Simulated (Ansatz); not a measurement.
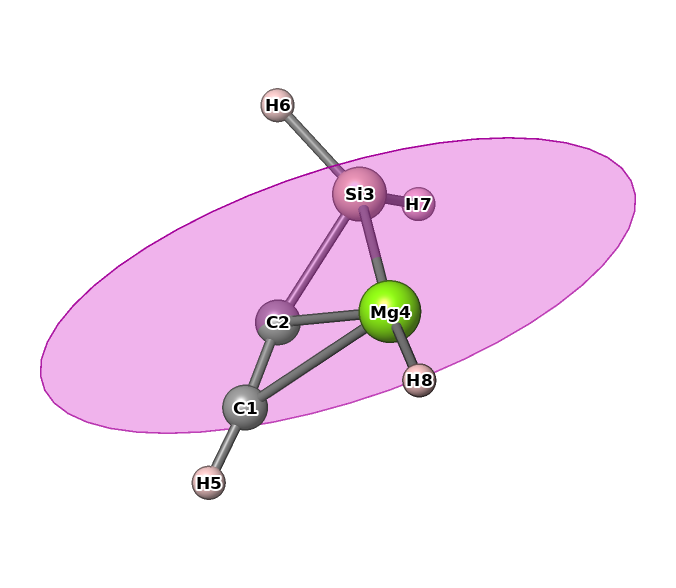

A disc through the centre of mass is drawn in. Depth is shown by fading: the farther an atom, the more it takes the colour of the background. The computed structure is the end point of a PBE0-D4/def2-TZVP optimisation. No frequency run is at hand to confirm it as a minimum.

> Is the plane of the disc a mirror plane of the structure?

No. The point group is Cs, with 1 mirror plane, and this plane isn't one of its mirror planes.
